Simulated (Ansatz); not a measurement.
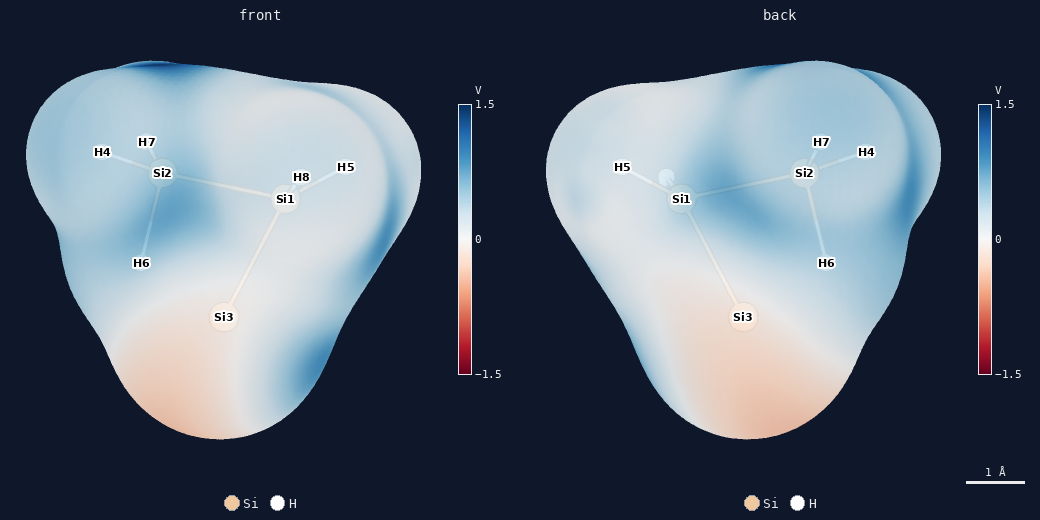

*H$_{5}$Si$_{3}$ (doublet). The electrostatic potential painted on the density surface at 0.002 e/bohr³, seen from the front and from behind; the colour scale runs from red (negative) to blue (positive).*

Geometry: PBE0-D3(BJ)/def2-SVP.

Theory: Ansatz, isolated molecule in a Gaussian basis; Kohn-Sham density functional theory, functional PBE0.

```yaml
atoms:
  - { symbol: Si, position_ang: [-0.1685, -0.2488, 1.0531] }
  - { symbol: Si, position_ang: [0.5239, 0.5371, -0.9797] }
  - { symbol: Si, position_ang: [-1.8052, -0.8218, -0.5697] }
  - { symbol: H, position_ang: [0.4281, 1.9857, -1.3204] }
  - { symbol: H, position_ang: [0.7286, -1.2989, 1.6193] }
  - { symbol: H, position_ang: [-0.7818, -0.0214, -1.7712] }
  - { symbol: H, position_ang: [1.6011, -0.1519, -1.7468] }
  - { symbol: H, position_ang: [-0.4405, 0.8324, 2.0455] }
```

Where is the surface potential most negative and most positive?

The most negative region (about −0.4 V) lies over Si3, the most positive (about +1.4 V) over Si2.

What dipole moment does the calculation give?

Its dipole moment is 1.12 D.
